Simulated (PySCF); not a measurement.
# C4F10, SMILES `FC(F)(F)C(F)(F)C(F)(F)C(F)(F)F`: electronic structure

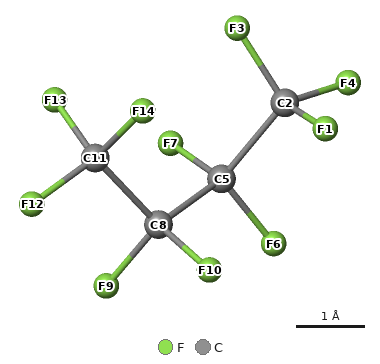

The molecule, with its atoms numbered as below. No frequency check shows the geometry to be a minimum.

Geometry (Å), atoms numbered from 1:

```
F1      -1.4736    0.8172   -1.4009
C2      -1.5847    0.5346   -0.1086
F3      -1.1952    1.5985    0.5866
F4      -2.8607    0.3093    0.1602
C5      -0.7274   -0.7108    0.2806
F6      -1.3512   -1.8116   -0.1700
F7      -0.6869   -0.7960    1.6209
C8       0.7274   -0.7108   -0.2806
F9       1.3512   -1.8116    0.1700
F10      0.6869   -0.7960   -1.6209
C11      1.5847    0.5346    0.1086
F12      2.8607    0.3093   -0.1602
F13      1.4736    0.8172    1.4009
F14      1.1952    1.5985   -0.5866
```

### 1. Bonding charge

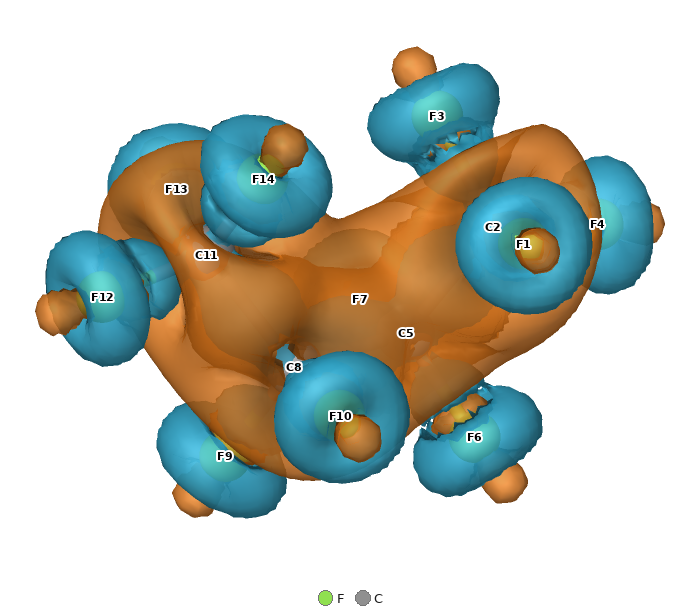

Deformation density (molecule less spherical, spin-averaged free atoms at the same positions), surfaces at ±0.06 e/Å³; light blue: gain, orange: loss.

Level of theory: ωB97X/def2-TZVP (PySCF), at a geometry from GFN2-xTB.

> Describe the bonding that the map shows.

C2–C5 and C8–C11: +0.68 e/Å³ at the bond critical point (bond length 1.56 Å, Mayer order 1.0). C5–C8: +0.65 e/Å³ at the bond critical point (bond length 1.56 Å, Mayer order 0.9). C2–F4 and C11–F12: +0.20 e/Å³ at the bond critical point (bond length 1.32 Å, Mayer order 1.2). F1–C2 and C11–F13: +0.19 e/Å³ at the bond critical point (bond length 1.33 Å, Mayer order 1.2). C2–F3 and C11–F14: +0.19 e/Å³ at the bond critical point (bond length 1.33 Å, Mayer order 1.1). C5–F6 and C8–F9: +0.12 e/Å³ at the bond critical point (bond length 1.34 Å, Mayer order 1.1). C5–F7 and C8–F10: +0.12 e/Å³ at the bond critical point (bond length 1.34 Å, Mayer order 1.1). In all, 3.2 electrons gather in the regions of gain relative to the promolecule. A small or negative value marks a very polar bond, one between electron-rich atoms, whose free-atom densities already overlap strongly, a long bond to a heavier atom, or a closed-shell contact such as a hydrogen bond.

### 2. Bond critical points

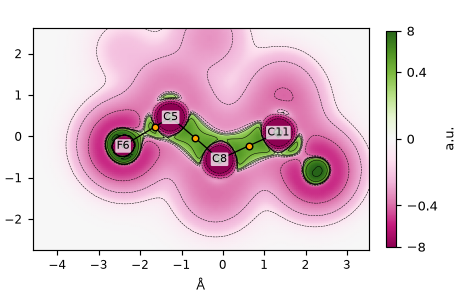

Negative Laplacian of the density (−∇²ρ) in the plane of C5, F6, C8 and C11 (green positive, pink negative, colour scale in a.u., logarithmic beyond ±0.04), with bond paths and bond critical points (dots).

> Sort the bonds in the plane by the sign of ∇²ρ at their critical points.

Concentrated (∇²ρ < 0): C5–F6 (−0.36 a.u.); C8–C11 (−0.73 a.u.); C5–C8 (−0.71 a.u.). At none is it depleted.

> Where along C5–F6 does the critical point lie?

0.45 Å from C5 and 0.89 Å from F6.

### 3. Local ionisation energy

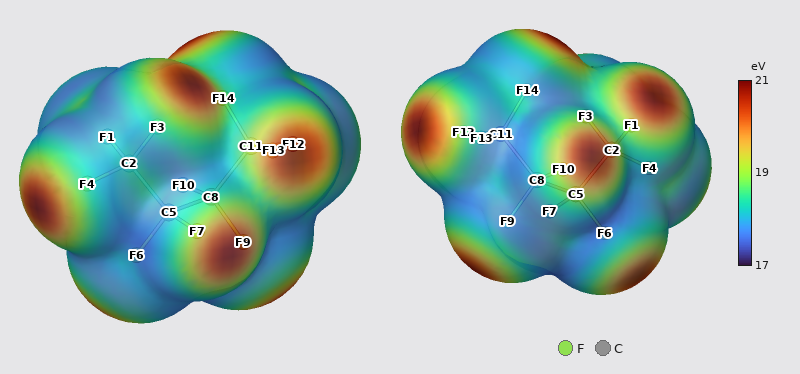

Average local ionisation energy on the surface of electron density 0.001 a.u. (back view left, front view right).

> Where are the most loosely bound electrons on this surface?

The lowest value is 17.5 eV, near F6 (1.79 Å) and F9 (1.92 Å). For comparison, the highest occupied orbital lies at −13.2 eV.

> What volume does the surface enclose, and what is the dipole moment?

About 160 Å³; the dipole moment is 0.1 D.

### 4. In an electric field

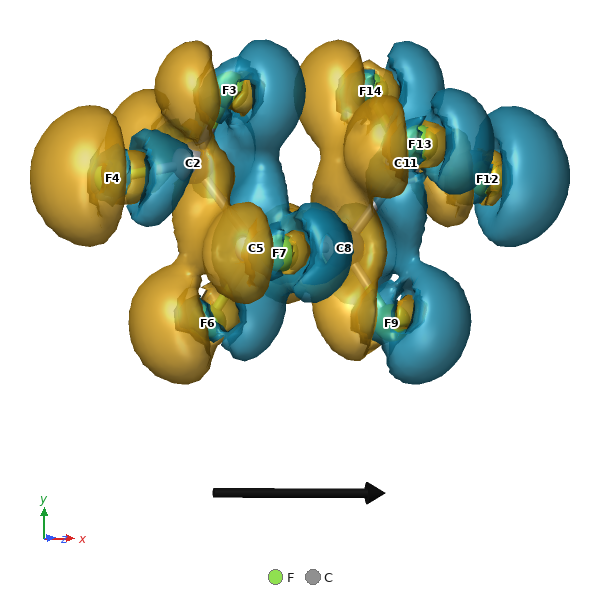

Change of the electron density in a uniform field of 0.21 V/Å along +x (arrow), surfaces at ±0.001 e/Å³ (yellow: gain, teal: loss).

PySCF calculation, ωB97X/def2-TZVP, gas phase; geometry: GFN2-xTB. A basis without diffuse functions makes polarisabilities too small.

> How large is the response?

The induced dipole is 0.58 D (along the field); α along this axis, from the fields in both directions, is 57 bohr³ (8.4 Å³).

> Which atoms gain and lose the most charge?

Electrons gather most on F4 (Hirshfeld charge changes by −0.009 e) and leave F12 most (+0.009 e); 0.063 electrons are displaced in all.

### 5. Removing or adding an electron

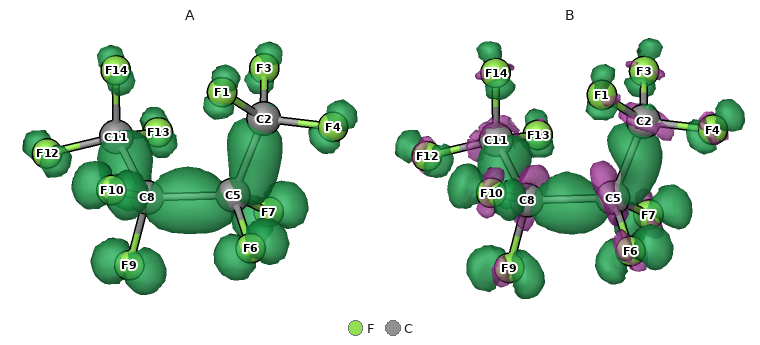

The Fukui function f⁻ from two separate SCF calculations and the density of the HOMO, at ±0.04 e/Å³ (green positive, purple negative).

> Which panel is which, and how good is the frozen-orbital picture?

B is f⁻ (it has negative regions), A the HOMO density. The HOMO lies on C5 and C8 (14 % each), F6, F7, F9 and F10 (10 % each) and C2 and C11 (6 % each); f⁻ (Hirshfeld-condensed) is largest on F7 and F10 (0.11 each), F6 and F9 (0.11 each) and C5 and C8 (0.07 each); the vertical ionisation energy is 13.17 eV (the stability of the cation's solution wasn't checked). Relaxation shifts 18 % of the electron between atoms. The orbital energy is −13.20 eV.

The PySCF runs shown took 61 s, 2.8 min and 3.6 min on 1 thread of AMD EPYC 9R45 96-Core Processor (Zen 5) (shared host).
